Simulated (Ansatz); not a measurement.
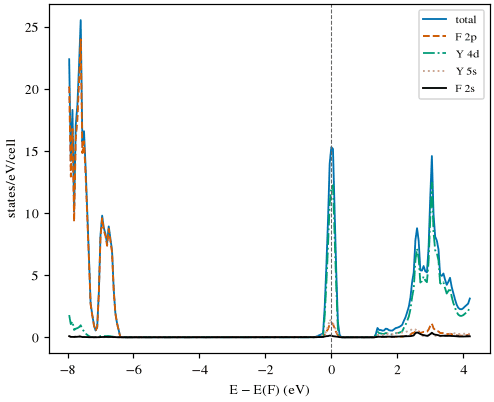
*Total and projected density of states of YF2 in space group P6_3/mmc (No. 194; Y on 2b, F on 4f), the program Ansatz at the r²SCAN+D4 level (PAW)*

**Question.** Which orbitals carry the states next to the Fermi level?

**Answer.** Within 0.5 eV of the Fermi level: Y 4d 77 %, Y 5s 10 %, F 2p 7 %. Projections are on Löwdin-orthogonalised atomic valence shells; empty p or d shells of many metals are not among them.

**Question.** Where is the tallest occupied peak in this window, and what makes it?

**Answer.** Near -7.6 eV, about 26 states/eV per cell; the largest projected share is F 2p.

The start of the workflow was typed in or built on a structure type; neither database checked (COD, Materials Project) lists it. Its standing as an ambient phase is unchecked. The r²SCAN+D4 relaxation kept the symmetry of its start; its stability against distortions is not shown here. The run is not spin-polarised. Spin–orbit coupling is left out wherever it is not named.

Potentials: the earlier of the program's two PAW sets. The files were generated under PBE; for other functionals the program regenerates the frozen cores, and for LDA and PBEsol the local potential too.
